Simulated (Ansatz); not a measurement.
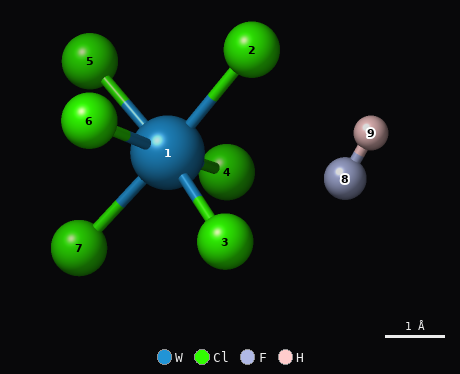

Starting structure of WHCl$_{6}$F. A ball-and-stick model, seen face on.

The run prepares an end point of a later path (reaction) calculation, from a guessed geometry.

The calculation used RHF/def2-SVP in Ansatz.

Input
```yaml
crystal:
  periodic: [false, false, false]
  atoms:
    - { symbol: W, position_ang: [-0.063312, -0.075809, -0.098608] }
    - { symbol: Cl, position_ang: [-0.070989, -0.071121, 2.271071] }
    - { symbol: Cl, position_ang: [2.184344, -0.339606, -0.269884] }
    - { symbol: Cl, position_ang: [-0.345847, 2.175032, -0.255115] }
    - { symbol: Cl, position_ang: [-2.392459, -0.2219, -0.033355] }
    - { symbol: Cl, position_ang: [-0.195979, -2.402055, -0.026823] }
    - { symbol: Cl, position_ang: [-0.167787, -0.163464, -2.405761] }
    - { symbol: F, position_ang: [1.848612, 1.823577, 1.407101] }
    - { symbol: H, position_ang: [1.657817, 1.832246, 2.295274] }
basis:
  gaussian: { orbitals: def2-SVP }
hamiltonian:
  xc: hf
relax:
  f_tol: 0.03
  max_steps: 50
```

Run as
```bash
ansatz run input.yaml --threads 4 --pin off --max-ram 5120MiB --backend cpu --events-out ev --progress --plain --runs-dir out
```

> Where does the relaxation end?

F8 moves most after the best rigid fit: 1.14 Å. Largest moves by element: F 1.14 Å, Cl 0.41 Å, W 0.31 Å, H 0.27 Å. Among the contacts that change: W1–F8 3.087 → 4.503 Å, W1–Cl5 2.335 → 2.301 Å, W1–Cl2 2.370 → 2.339 Å, W1–Cl3 2.270 → 2.292 Å. Bond angles that change, for instance: Cl3–W1–Cl4 103.5° → 90.6°, Cl3–W1–Cl5 169.4° → 178.4°, Cl5–W1–Cl6 83.1° → 89.5°. The energy falls by 54.8 kJ/mol in 13 accepted moves (17 points after the start). Largest force component: 0.87 eV/Å at the start, 0.0049 eV/Å at the end. The line search rejected the trial steps at points 5, 10, 12, 15 of the run. The forces were under the threshold at step 11, but the run went on from there.

Final geometry:

```xyz
9

W    -0.2402   -0.2428   -0.2905
Cl   -0.0595   -0.0445    2.0326
Cl    2.0461   -0.2459   -0.4453
Cl   -0.2708    2.0425   -0.4602
Cl   -2.5308   -0.2562   -0.0737
Cl   -0.2266   -2.5317   -0.0592
Cl   -0.4266   -0.4454   -2.5636
F     2.3788    2.4364    2.2067
H     1.7840    1.8446    2.5371
```

The end point in the same view:

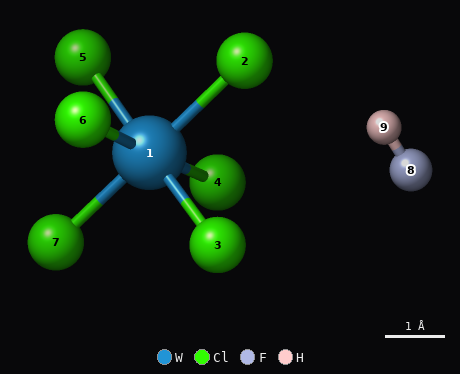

Limits of the set-up: the start holds two separate molecules, 2.6 Å apart at their closest, whose relative position is a soft coordinate and is computed without a dispersion correction; Hartree-Fock leaves out electron correlation.
